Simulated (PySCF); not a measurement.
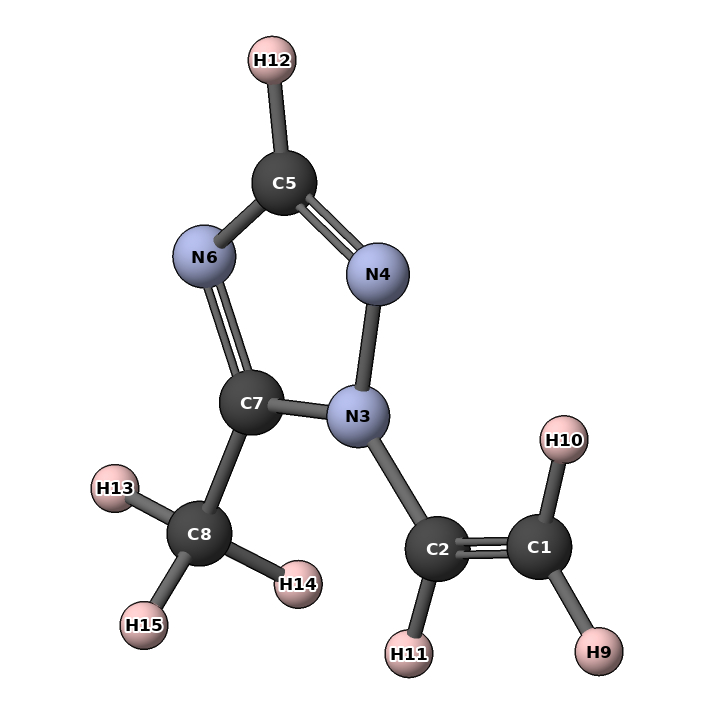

The questions are on Hirshfeld charges. The geometry was computed by an optimisation with GFN2-xTB. No frequency run is at hand to confirm it as a minimum. Level of theory: PBE0/pcSseg-1, gas phase (PySCF 2.14.0).

List the Hirshfeld charges.

```json
{"atom": "C1", "value (e)": "−0.11"}
{"atom": "C2", "value (e)": "0.00"}
{"atom": "N3", "value (e)": "0.04"}
{"atom": "N4", "value (e)": "−0.14"}
{"atom": "C5", "value (e)": "0.03"}
{"atom": "N6", "value (e)": "−0.22"}
{"atom": "C7", "value (e)": "0.11"}
{"atom": "C8", "value (e)": "−0.11"}
{"atom": "H9", "value (e)": "0.06"}
{"atom": "H10", "value (e)": "0.05"}
{"atom": "H11", "value (e)": "0.06"}
{"atom": "H12", "value (e)": "0.07"}
{"atom": "H13", "value (e)": "0.06"}
{"atom": "H14", "value (e)": "0.05"}
{"atom": "H15", "value (e)": "0.05"}
```
